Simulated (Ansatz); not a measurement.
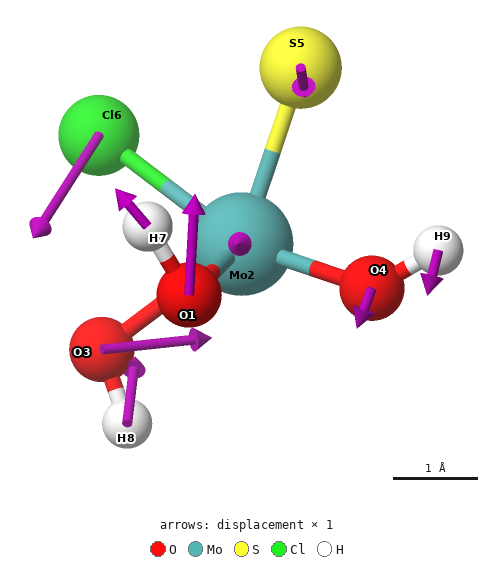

A relaxation of MoH3SO3Cl (coarse preliminary run). The starting structure is drawn; purple arrows show the displacements, at their true length. The two geometries are superimposed by the best rigid fit.

The picture is a ball-and-stick view, seen at a tilt.

The start comes from a force field.

The calculation used Ansatz 0.2.0, RKS PBE-D4/def2-SVP. Settings: force threshold 0.03 eV/Å; at most 200 steps.

What did the optimiser do to the structure, and how much energy did it gain?

The largest move after the best rigid fit is that of Cl6, 2.11 Å. Largest moves by element: Cl 2.11 Å, O 1.45 Å, H 1.23 Å, S 0.67 Å, Mo 0.43 Å. Among the contacts that change: O1–Mo2 2.218 → 1.886 Å, Mo2–O3 2.151 → 1.877 Å, Mo2–O4 2.005 → 1.873 Å, Mo2–S5 2.234 → 2.118 Å. Bond angles that change, for instance: O1–Mo2–O3 79.5° → 149.2°, O3–Mo2–S5 144.7° → 103.8°, O1–Mo2–Cl6 114.7° → 77.9°. After 63 accepted moves (72 points after the start) the energy has fallen by 119.7 kcal/mol. Largest force component: 4.5 eV/Å at the start, 0.02 eV/Å at the end. The line search rejected the trial steps at points 12, 32, 34, 37, 45, 48, 53, 60 and more of the run. The forces were under the threshold at step 33, but the run went on from there.
